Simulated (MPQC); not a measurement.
# C2H2F (SMILES C=[C]F) at RO-mPWPW91(MPQC)/6-311+G(d,p) (Cartesian functions)

What is the vertical electron affinity of C2H2F at RO-mPWPW91(MPQC)/6-311+G** (Cartesian functions)? 

The calculation is run with MPQC 2.3.1.

4 further runs of the same task are left out: 2 that didn't finish, 2 set aside as unsound or not needed. Runs told in other sessions of the task aren't counted.

## Step 1: Starting point

The species is C2H2F (5 atoms), meant as a doublet with charge 0. As SMILES, `C=[C]F`. The coordinates come from a PBE0-D4/def2-TZVP relaxation.

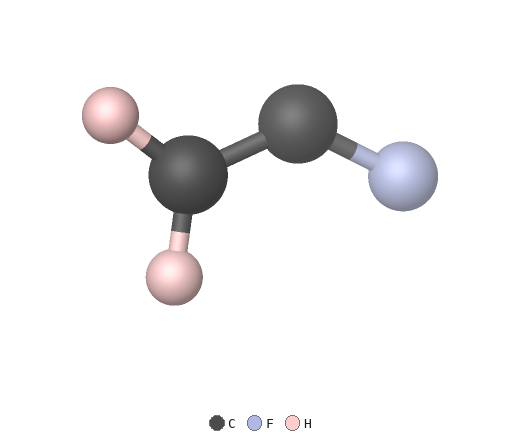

The structure, seen from a chosen angle (carbon dark grey, fluorine light blue, hydrogen pink).

## Step 2: The energy at RO-mPWPW91(MPQC)/6-311+G(d,p) (Cartesian functions)

Input file job.in:

```
% C2H2F
molecule<Molecule>: (
  symmetry = c1
  unit = bohr
  { atoms geometry } = {
    C  [ 0.92256429    -0.37870112     0.01587370 ]
    C  [ -1.12004067     0.74398518     0.84489655 ]
    F  [ -3.26091140     1.18958260    -0.28138022 ]
    H  [ 1.01043656    -1.11569430    -1.89993065 ]
    H  [ 2.54205958    -0.57863414     1.24249493 ]
  }
)
basis<GaussianBasisSet>: (
  name = "6-311+G**"
  molecule = $:molecule
  basisdir = "."
  puream = no
)
mpqc: (
  checkpoint = no
  savestate = no
  restart = no
  do_energy = yes
  do_gradient = no
  optimize = no
  mole<HSOSKS>: (
    molecule = $:molecule
    basis = $:basis
    total_charge = 0
    multiplicity = 2
    memory = 1000000000
    print_evals = yes
    print_npa = yes
    maxiter = 100
    functional<StdDenFunctional>: ( name = "mPWPW91" )
    guess_wavefunction<HSOSHF>: (
      molecule = $:molecule
      total_charge = 0
      multiplicity = 2
      memory = 1000000000
      value_accuracy = 1e-3
      basis<GaussianBasisSet>: (
        name = "MINI (Huzinaga)"
        molecule = $:molecule
      )
    )
  )
)
```

The basis set 6-311+G** is read from a file made from the Basis Set Exchange's data (not shown).

Command:

```console
$ mpqc job.in > job.out
```

Standard output:

```text
MPQC: Massively Parallel Quantum Chemistry
[...]
  Integrated electron density error = -0.000941132010
  iter     1 energy = -176.7950375339 delta = 5.69812e-02
  Integrated electron density error = 0.000011852364
  iter     2 energy = -177.2250850054 delta = 2.24132e-02
[...]
  Integrated electron density error = 0.000002004449
  iter     9 energy = -177.2870595403 delta = 2.11702e-05
  Integrated electron density error = 0.000002004175
  iter    10 energy = -177.2870596270 delta = 1.00951e-05
  Integrated electron density error = 0.000002004105
  iter    11 energy = -177.2870596370 delta = 5.55241e-06
  Integrated electron density error = 0.000002004057
  iter    12 energy = -177.2870596372 delta = 2.32571e-06
[...]
  LUMO is    13   A =  -0.027907
  total scf energy = -177.2870596372
Value of the MolecularEnergy: -177.2870596372
[...]
        symmetry = c1
[...]
        nbasis = 81
[...]
```

Wall time 41 s (1 thread of Arm Neoverse N1, shared host); peak memory 0.53 GiB.

## Step 3: The singlet anion

Input file job.in:

```
% emacs should use -*- KeyVal -*- mode
molecule<Molecule>: (
   symmetry = c1
   unit = bohr
   { atoms geometry } = {
      C  [ 0.92256429    -0.37870112     0.01587370 ]
      C  [ -1.12004067     0.74398518     0.84489655 ]
      F  [ -3.26091140     1.18958260    -0.28138022 ]
      H  [ 1.01043656    -1.11569430    -1.89993065 ]
      H  [ 2.54205958    -0.57863414     1.24249493 ]
   }
)
basis<GaussianBasisSet>: (
   name = "6-311+G**"
   molecule = $:molecule
   basisdir = "."
   puream = no
)
mpqc: (
   checkpoint = no
   savestate = no
   restart = no
   do_energy = yes
   do_gradient = no
   optimize = no
   mole<CLKS>: (
      molecule = $:molecule
      basis = $:basis
      total_charge = -1
      memory = 1000000000
      print_evals = yes
      print_npa = yes
      maxiter = 100
      functional<StdDenFunctional>: ( name = "mPWPW91" )
      guess_wavefunction<CLHF>: (
         molecule = $:molecule
         total_charge = -1
         memory = 1000000000
         value_accuracy = 1e-3
         basis<GaussianBasisSet>: (
            name = "MINI (Huzinaga)"
            molecule = $:molecule
         )
      )
   )
)
```

The basis set 6-311+G** is read from a file made from the Basis Set Exchange's data (not shown).

Command:

```console
$ mpqc job.in > job.out
```

Standard output:

```text
MPQC: Massively Parallel Quantum Chemistry
[...]
  Integrated electron density error = -0.001060057659
  iter     1 energy = -176.8229907414 delta = 6.10707e-02
  Integrated electron density error = -0.000928923897
  iter     2 energy = -177.2233091605 delta = 6.71811e-02
[...]
  Integrated electron density error = -0.000001571226
  iter    11 energy = -177.3133228179 delta = 8.49691e-05
  Integrated electron density error = -0.000001567351
  iter    12 energy = -177.3133228252 delta = 2.41659e-05
  Integrated electron density error = -0.000001568720
  iter    13 energy = -177.3133228314 delta = 2.14251e-05
  Integrated electron density error = -0.000001568097
  iter    14 energy = -177.3133228316 delta = 1.04851e-06
[...]
  LUMO is    13   A =   0.153606
  total scf energy = -177.3133228316
Value of the MolecularEnergy: -177.3133228316
[...]
        symmetry = c1
[...]
```

It took 34 s on 1 thread of Arm Neoverse N1, shared host; peak memory 0.53 GiB.

## Step 4: Results

At RO-mPWPW91(MPQC)/6-311+G** (Cartesian functions):

```
                                                            quantity          value
                                         doublet C2H2F: total energy  -177.28706 Eh
                                         singlet anion: total energy  -177.31332 Eh
                                          singlet anion: HOMO energy        2.28 eV
                                          singlet anion: LUMO energy        4.18 eV
singlet anion: HOMO–LUMO gap (to an unbound level, set by the basis)        1.90 eV
                   vertical electron affinity (to the singlet anion)       0.715 eV
```

At fixed nuclei the extra electron is bound by 0.71 eV (69.0 kJ/mol). The HOMO (singlet anion) lies at positive energy, 2.28 eV, from the functional's self-interaction, a short basis or an electron that isn't bound; only total energies against the neutral tell.
